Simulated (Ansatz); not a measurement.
GaB

Input

```
crystal:
  lattice:
    - [2.71824, 0.0, 0.0]
    - [0.0, 2.71824, 0.0]
    - [0.0, 0.0, 3.23621]
  atoms:
    - { symbol: Ga, position: [0.5, 0.5, 0.5] }
    - { symbol: B, position: [0.0, 0.0, 0.0] }
hamiltonian:
  xc: pbesol
  pseudopotentials: { kind: paw }
kpoints:
  mp_grid: { grid: [6, 6, 5] }
  band_path:
    path:
      - [[0.0, 0.0, 0.0], [0.0, 0.5, 0.0], [0.5, 0.5, 0.0], [0.0, 0.0, 0.0], [0.0, 0.0, 0.5], [0.0, 0.5, 0.5], [0.5, 0.5, 0.5], [0.0, 0.0, 0.5]]
      - [[0.0, 0.5, 0.0], [0.0, 0.5, 0.5]]
      - [[0.5, 0.5, 0.0], [0.5, 0.5, 0.5]]
    npoints: 14
scf:
  occupations: { method: fermi_dirac, width: 0.05 }
  n_extra_bands: 6
output:
  forces: true
  stress: true
  eigenvalues: true
  fatbands: false
  write_density: true
  write_potential: true
  elf: true
  volumetric_format: npy
```

Run with:

```sh
ansatz run input.yaml --threads 2 --pin off --max-ram 5632MiB --backend cpu --events-out ev --progress --plain --runs-dir out
```

Below, planes, directions and counts refer to the conventional cell (a = 2.72 Å, b = 2.72 Å, c = 3.24 Å, α = 90.00°, β = 90.00°, γ = 90.00°).

Space group P4/mmm; a generated structure, not necessarily the stable one; computed pressure about −4 GPa in this cell.

Computed with Kohn-Sham DFT of a periodic cell, PBEsol, Ansatz PAW (Ansatz 0.2.0).

Q: What can the converged valence pseudo-density and electron localisation function tell about the bonding?

A: Ga–B (2.51 Å): the density is about 0.28 e/Å³ at the midpoint; the ELF peaks at about 0.75 in the valence shell of B, 0.8 Å from its nucleus, and is about 0.40 at the midpoint.

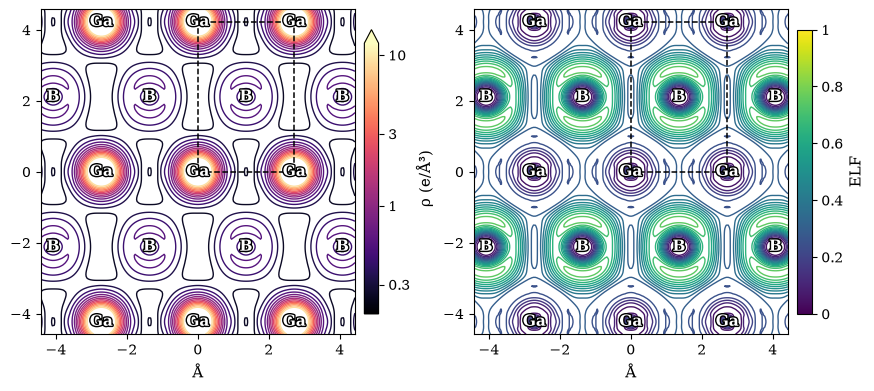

Computed valence pseudo-density and electron localisation function on the (011) plane of the conventional cell, in this order. 

In a PAW calculation such maps are meaningful between the atoms, not at the nuclei.
